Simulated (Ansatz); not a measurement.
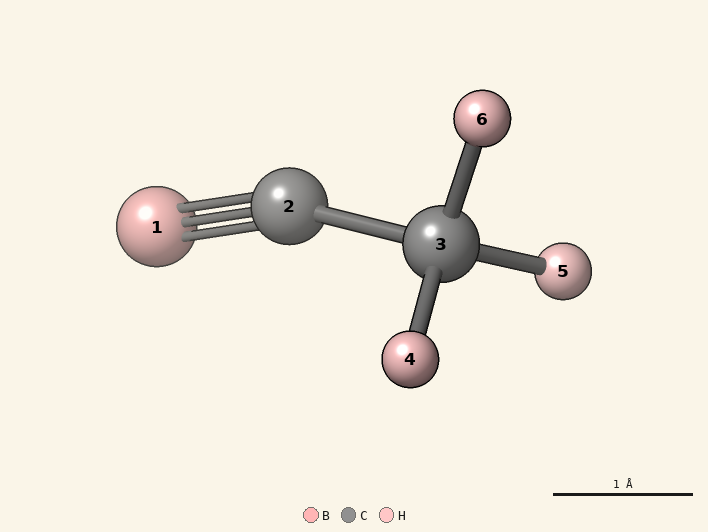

Simulated data, not a measurement (program: Ansatz).

Orthographic view. Distant atoms are faded towards the background colour. Geometry: a frame of the PBE0-D4/def2-SVP trajectory.

Write a MOL file (V2000) with the atoms in numerical order, bonds sorted by atom number with the orders drawn, and coordinates in the frame of the picture: x right, y up, z towards the viewer, origin at the mean position.

```
C2H3B
                    3D

  6  5  0  0  0  0  0  0  0  0999 V2000
   -1.6900    0.0800   -1.4800 B   0  0  0  0  0  0  0  0  0  0  0  0
   -0.7300    0.2300   -0.5000 C   0  0  0  0  0  0  0  0  0  0  0  0
    0.3700   -0.0500    0.3200 C   0  0  0  0  0  0  0  0  0  0  0  0
    0.1400   -0.8800    1.0600 H   0  0  0  0  0  0  0  0  0  0  0  0
    1.2500   -0.2400   -0.3200 H   0  0  0  0  0  0  0  0  0  0  0  0
    0.6600    0.8600    0.9100 H   0  0  0  0  0  0  0  0  0  0  0  0
  1  2  3  0
  2  3  1  0
  3  4  1  0
  3  5  1  0
  3  6  1  0
M  END
```
